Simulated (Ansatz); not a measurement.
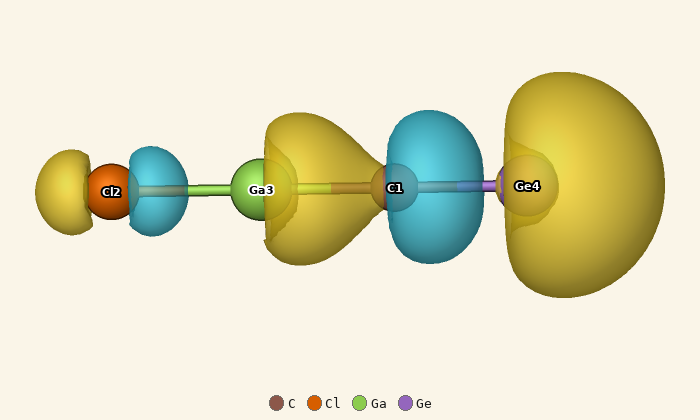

Figure 1: CClGaGe (charge +1, doublet). The HOMO−1 (β) at ±0.1 Å⁻³ᐟ² (yellow and cyan are the two phases), seen from one side.

Geometry: r2SCAN-D4/def2-SVP.

The calculation used isolated molecule in a Gaussian basis; Kohn-Sham density functional theory, functional PBE0 (Ansatz 0.2.0).

Where does this orbital lie, and at what energy?

Answer. Its weight (Hirshfeld) is mainly on Ge4 (about 65 %), C1 (about 25 %) and Ga3 (about 10 %); it is of σ type. Its energy is −13.29 eV.
